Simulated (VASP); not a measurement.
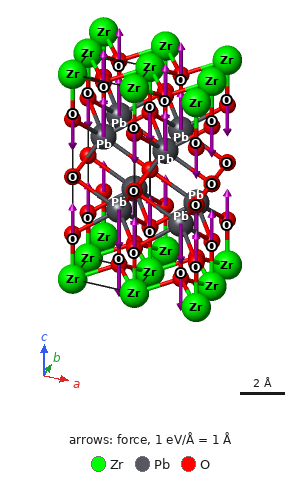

Starting geometry of a crystal of ZrPb₂O₅ (a generated structure, set up in P-3m1) with the computed forces as purple arrows. The picture is a ball-and-stick view of the cell of the calculation, repeated 2 × 2 × 1 with one cell outlined, seen slightly off an axis.

The run lets cell and atoms move.

All numbers below come from Kohn-Sham DFT of a periodic cell, PBE, VASP PAW PBE potentials, recommended in VASP.

Input file:
```
PREC = Normal ; ENCUT = 520
EDIFF = 1E-4 ; ISMEAR = 0
SIGMA = 0.15 ; LREAL = F
LASPH = T ; NELM = 60
ALGO = Fast ; ISIF = 3
LWAVE = F ; LCHARG = F
GGA = PE ; IBRION = 2
NSW = 24 ; EDIFFG = -0.08
```

Launched with:
```bash
cat potpaw_PBE.64/Zr_sv/POTCAR potpaw_PBE.64/Pb_d/POTCAR potpaw_PBE.64/O/POTCAR > POTCAR
mpirun -np 1 vasp_std > vasp.out
```

Q: Is this structure relaxed? If not, where do the atoms go?

A: It isn't relaxed: the largest force vector, on Pb atoms, is 1.92 eV/Å. The atoms end up moving mostly along the starting forces (cosine between the two patterns 0.99). The largest moves relative to the cell, 0.17 Å, are those of Pb atoms. By element the largest moves are Pb 0.17 Å, O 0.12 Å. Zr stays in place. Cell: a = b 3.750 → 3.591 Å (−4.2 %), c 9.720 → 10.092 Å (+3.8 %). Volume −4.8 %. Some distances before and after: O–Zr 2.138 → 2.339 Å, O–Pb 2.507 → 2.313 Å, O–Zr 2.310 → 2.200 Å, O–Pb 2.610 → 2.669 Å. Among the angles between lasting bonds that change: O–Pb–O 96.8° → 101.8°, Pb–O–Pb 96.8° → 101.8°, Zr–O–Pb 120.3° → 116.3°. The space group stays P-3m1 (No. 164). Over 5 geometry steps the energy falls by 1.028 eV per cell of the calculation. The largest force component goes from 1.9 to 0.075 eV/Å. The pressure goes from −4.75 to −0.11 GPa.
